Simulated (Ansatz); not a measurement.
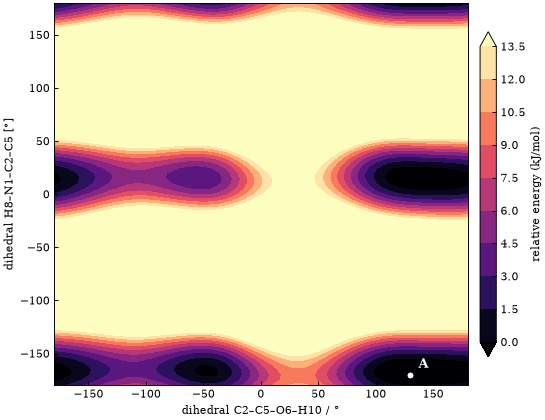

C3H3F2NO, SMILES NC1=C(F)C1(O)F. The first coordinate is: dihedral C2–C5–O6–H10; the second: dihedral H8–N1–C2–C5. Nothing is relaxed (all other coordinates rigid). Grid: 10 × 10 points. Points are written as (first, second). Energies: kJ/mol, counted from the lowest grid point. Theory: RKS PBE0-D4/def2-SVP (Ansatz).

Drawn: filled contours, one colour for all values above the top of the scale, the point A. Between grid points the surface is interpolated.

**What is the easiest way out of the well at A, and how high is the barrier?**

The easiest path leads from the well at about (130°, −170°) to the well at about (−45°, −165°), about 1.5 kJ/mol higher (on a rigid scan; wells that are mirror images or exchange like atoms can differ by this much). Its highest point lies about 5.7 kJ/mol above the bottom of the first well on the interpolated surface, at about (−110°, −165°). Seen from the upper well the barrier is about 4.3 kJ/mol. This is the barrier on the constrained surface; relaxing the other coordinates would change it.

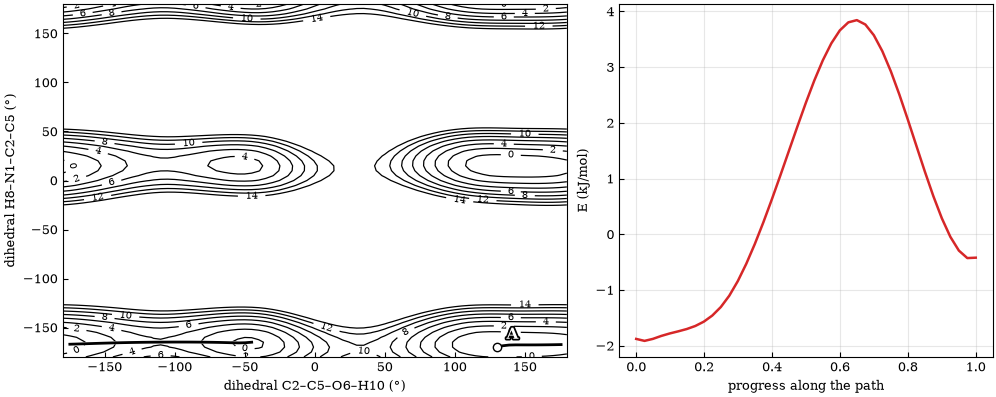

In the figure: contour lines labelled in kJ/mol (none above 14), a line along the lowest path, the energy along the path at the right. Between grid points the surface is interpolated.
